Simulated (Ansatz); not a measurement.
The calculation's input:

```
crystal:
  periodic: [false, false, false]
  atoms:
    - { symbol: B, position_ang: [-0.8071, 1.0131, 0.7745] }
    - { symbol: "N", position_ang: [0.2848, 0.062, 0.5562] }
    - { symbol: B, position_ang: [-0.2595, -1.3599, 0.7398] }
    - { symbol: Si, position_ang: [0.9044, 0.2086, -1.1526] }
    - { symbol: H, position_ang: [-0.7119, 2.1718, 0.3937] }
    - { symbol: H, position_ang: [-1.04937, -0.89316, 0.01374] }
    - { symbol: H, position_ang: [0.5515, -2.2687, 0.6793] }
    - { symbol: H, position_ang: [-1.2968, -1.5694, 1.0996] }
    - { symbol: H, position_ang: [1.9213, -0.7442, -1.3571] }
    - { symbol: H, position_ang: [-0.2872, -0.0844, -2.0379] }
    - { symbol: H, position_ang: [1.3226, 1.5571, -1.3825] }
basis:
  gaussian: { orbitals: def2-SVP }
hamiltonian:
  xc: b3lyp
  dispersion: d4
relax:
  f_tol: 0.02
  max_steps: 50
output:
  orbitals: {}
```

Run with:

```sh
ansatz run input.yaml --threads 2 --pin off --max-ram 3072MiB --backend cpu --events-out ev --progress --plain --runs-dir out
```

The fields are those of the run's last geometry, not of the input's.

Computed with RKS B3LYP-D4/def2-SVP in Ansatz 0.2.0.

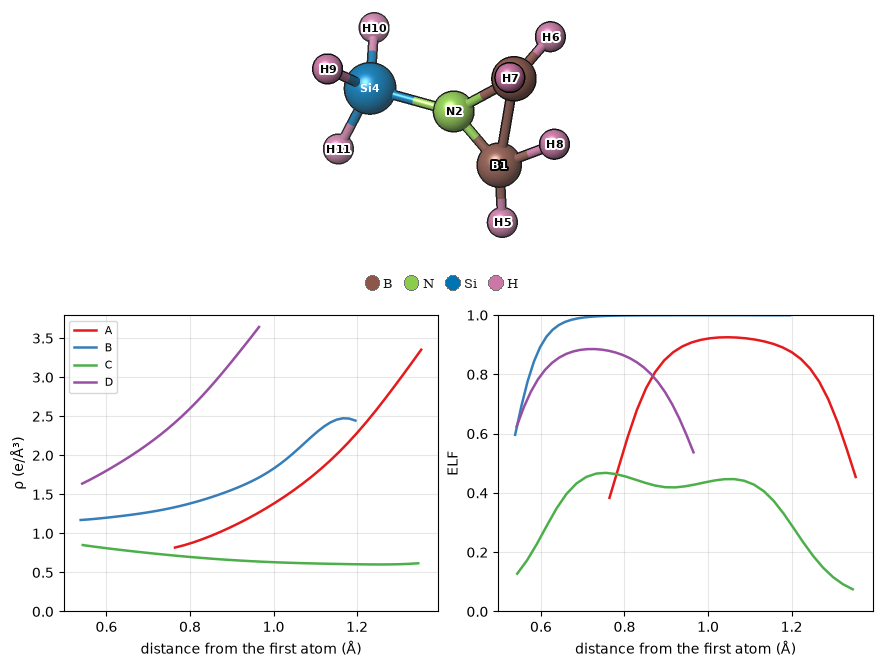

B₂H₇NSi. Total electron density and ELF along straight lines between neighbouring atoms. The curves leave out the atomic cores. The structure is drawn too.

**Which curve belongs to which contact (B–B, B–H, B–N and Si–N)? The first atom named is at distance zero.**

Curve A: Si–N (1.75 Å): ρ at the midpoint is about 1 e/Å³; the ELF peaks at about 0.95 between the atoms; a polar covalent bond. Curve B: B–H (1.20 Å): ρ at the midpoint is about 1.2 e/Å³; the ELF climbs to about 1 towards the hydrogen, as it does in any bond to H; a covalent bond by its length. Curve C: B–B (1.89 Å): ρ is about 0.64 e/Å³ halfway; the ELF is about 0.40 at the midpoint. Curve D: B–N (1.35 Å): ρ is about 2.1 e/Å³ halfway; the ELF peaks at about 0.90 between the atoms; a short, strongly polar bond.
